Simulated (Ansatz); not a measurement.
The figure comes from a scan of Tl (hcp, Mg type): the cell is scaled evenly about its relaxed volume V₀. The numbers are results of r2SCAN (plane waves to 500 eV, PAW, scalar-relativistic; Ansatz, a first-principles code), not measurements. k mesh 15×15×9 (Γ-centred), Fermi-Dirac smearing 0.05 eV. The energy includes the smearing's −TS. Spin-orbit coupling is left out, though Tl is heavy. Tl was relaxed with its symmetry unable to fall. ΔE is measured from the relaxed starting cell.

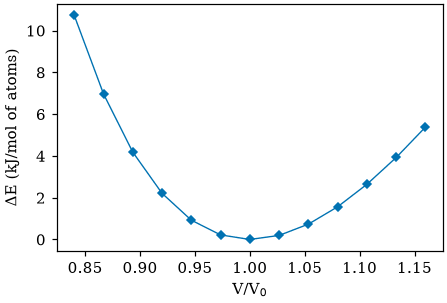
ΔE (kJ/mol of atoms) against V/V₀; markers are the computed points, lines only join them.

Problem. Turn the plot into a table (rounded to what can be read).

Solution. To the nearest 0.2:

```
V/V₀   ΔE (kJ/mol of atoms)
-----  --------------------
0.840                  10.8
0.867                   7.0
0.893                   4.2
0.920                   2.2
0.947                   1.0
0.973                   0.2
1.000                   0.0
1.027                   0.2
1.053                   0.8
1.080                   1.6
1.107                   2.6
1.133                   4.0
1.160                   5.4
```

(Under strain, the slope of the energy per volume gives the stress and its curvature an elastic modulus.)
